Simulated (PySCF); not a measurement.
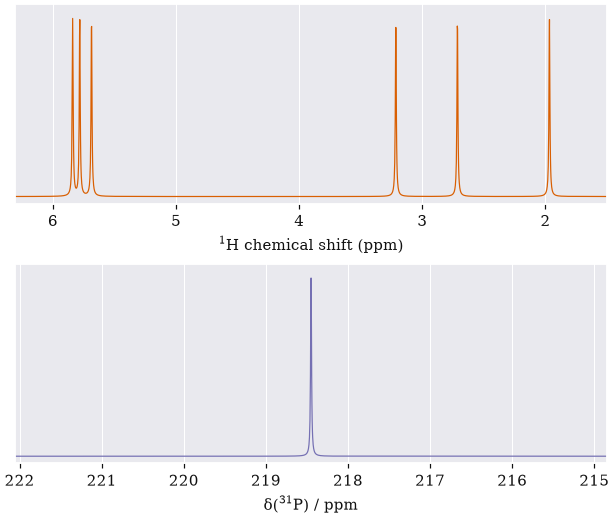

GIAO shifts, PBE0/pcSseg-1 (IEF-PCM dimethylsulfoxide) with PySCF 2.14.0, at a PBE0-D3(BJ)/def2-SVP geometry (no frequency check), against TMS for ¹H and PH₃ for ³¹P computed at the same level (³¹P: the usual scale starts at 85 % H₃PO₄ instead). fully decoupled, line heights follow the number of nuclei, widths are arbitrary (no quadrupolar broadening); values of one conformer, averaged over methyl-type rotors and exact or near symmetry; other conformers aren't averaged in.

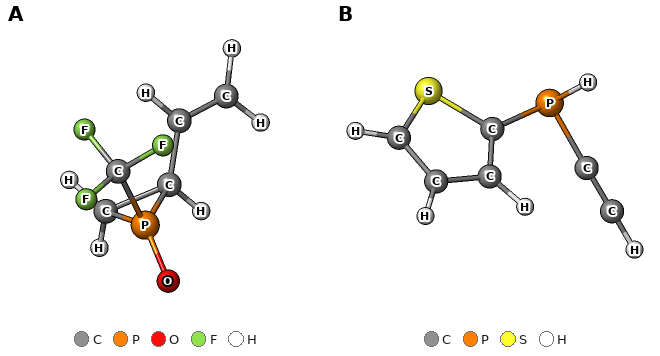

Which structure fits the spectrum? The candidates are drawn in the second picture.

Structure A, C₅H₆F₃OP, SMILES C=C[C@@H]1C[P@]1(=O)C(F)(F)F. Its ¹H signals: 5.84 (1 H), 5.78 (1 H), 5.69 (1 H), 3.22 (1 H), 2.72 (1 H), 1.97 (1 H) ppm. Its ³¹P signals: 218.5 (1 P) ppm.
